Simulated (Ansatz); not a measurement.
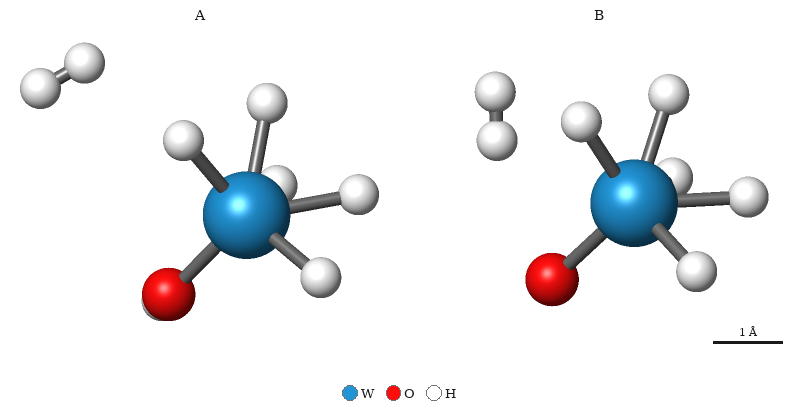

Two geometries of WH$_{8}$O, drawn at one scale. One is the start of a relaxation, the other its converged end. A ball-and-stick model, seen at a tilt.

Theory: RKS PBE0/def2-mTZVP in Ansatz. Settings: no spin polarisation; force threshold 0.03 eV/Å; at most 50 steps.

**Which of the two is the end point?**

Structure A is the relaxed one. The run prepares an end point of a later path (reaction) calculation, from a guessed geometry. The atom that moves furthest after the best rigid fit is an H atom (1.19 Å). By element the largest moves are H 1.19 Å, O 0.36 Å, W 0.26 Å. Near-neighbour distances that change, for instance: H–W 2.591 → 3.975 Å, H–W 2.921 → 3.725 Å, O–W 1.911 → 1.868 Å, H–H 0.711 → 0.745 Å. Among the angles between lasting bonds that change: O–W–H 114.1° → 109.7°, H–W–H 108.1° → 112.0°, W–O–H 123.5° → 127.3°. The energy falls by 3.82 kcal/mol in 12 accepted moves (13 points after the start). Largest force component: 1.2 eV/Å at the start, 0.012 eV/Å at the end. The line search rejected the trial step at point 7 of the run.

Limits of the set-up: the start holds two separate molecules, 2.2 Å apart at their closest, whose relative position is a soft coordinate and is computed without a dispersion correction.
